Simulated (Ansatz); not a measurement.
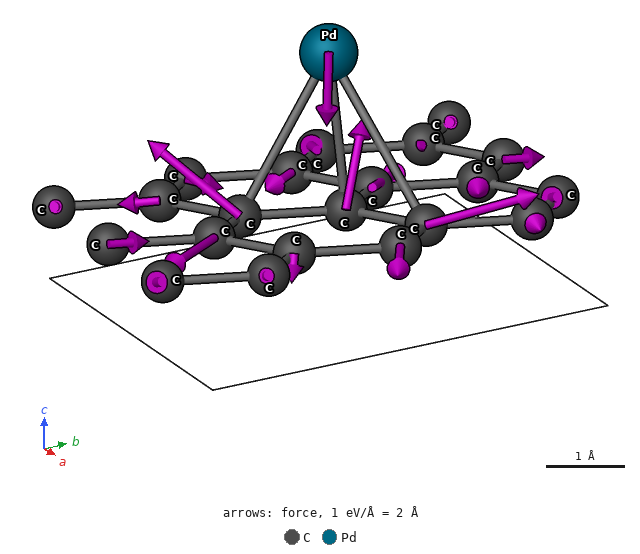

Starting geometry of a slab of composition PdC$_{18}$ with the computed forces as purple arrows. A ball-and-stick model of the cell of the calculation, outlined in the plane, without the vacuum (origin shifted), seen slightly off an axis.

It is Pd on graphene monolayer, set down by a guess. The run prepares an end point of a later path (adatom hop) calculation, from a guessed geometry.

Theory: DFT PBE, scalar-relativistic, plane waves, PAW in Ansatz 0.2.0.

Input file:
```yaml
crystal:
  lattice:
    - [7.398, 0.0, 0.0]
    - [-3.699, 6.406856, 0.0]
    - [0.0, 0.0, 13.0]
  atoms:
    - { symbol: C, position: [0.0, 0.0, 0.0769231] }
    - { symbol: C, position: [0.2222222, 0.1111111, 0.0769231] }
    - { symbol: C, position: [0.0, 0.3333333, 0.0769231] }
    - { symbol: C, position: [0.2222222, 0.4444444, 0.0769231] }
    - { symbol: C, position: [0.0, 0.6666667, 0.0769231] }
    - { symbol: C, position: [0.2222222, 0.7777778, 0.0769231] }
    - { symbol: C, position: [0.3333333, 0.0, 0.0769231] }
    - { symbol: C, position: [0.5555556, 0.1111111, 0.0769231] }
    - { symbol: C, position: [0.3333333, 0.3333333, 0.0769231] }
    - { symbol: C, position: [0.5555556, 0.4444444, 0.0769231] }
    - { symbol: C, position: [0.3333333, 0.6666667, 0.0769231] }
    - { symbol: C, position: [0.5555556, 0.7777778, 0.0769231] }
    - { symbol: C, position: [0.6666667, 0.0, 0.0769231] }
    - { symbol: C, position: [0.8888889, 0.1111111, 0.0769231] }
    - { symbol: C, position: [0.6666667, 0.3333333, 0.0769231] }
    - { symbol: C, position: [0.8888889, 0.4444444, 0.0769231] }
    - { symbol: C, position: [0.6666667, 0.6666667, 0.0769231] }
    - { symbol: C, position: [0.8888889, 0.7777778, 0.0769231] }
    - { symbol: Pd, position: [0.6845155, 0.6158681, 0.2423077] }
basis:
  ecutwfc: 420.0
kpoints:
  mp_grid: { grid: [2, 2, 1] }
hamiltonian:
  xc: pbe
scf:
  occupations: { method: gaussian, width: 0.02 }
  lower_state_search: "off"
relax:
  f_tol: 0.03
  max_steps: 60
  adjacent_minimum: "off"
```

Command:
```bash
ansatz run input.yaml --threads 1 --pin off --max-ram 3072MiB --backend cpu --events-out ev --progress --plain --runs-dir out
```

Q: Is this structure relaxed? If not, where do the atoms go?

A: It isn't relaxed: the largest force vector, on C18, is 0.83 eV/Å. The final displacements have little in common with the starting forces (cosine between the two patterns 0.21). Pd19 moves most relative to the layer's centre: 0.48 Å within the plane. By element the largest moves are Pd 0.48 Å, C 0.14 Å. The cell stays as it was. Among the contacts that change: C18–Pd19 2.556 → 2.871 Å, C10–Pd19 2.435 → 2.164 Å, C17–Pd19 2.198 → 2.164 Å, C12–C13 1.424 → 1.407 Å. Among the angles between lasting bonds that change: C18–C17–Pd19 87.0° → 103.8°, C10–C17–Pd19 81.5° → 70.5°, C15–C10–Pd19 96.4° → 103.9°. After 9 geometry steps the energy has fallen by 0.148 eV per cell of the calculation. Largest force component: 0.7 eV/Å at the start, 0.022 eV/Å at the end.

Limits of the set-up: the periodic images lie only 7.4 Å apart, so the values are limited by the cell's size.
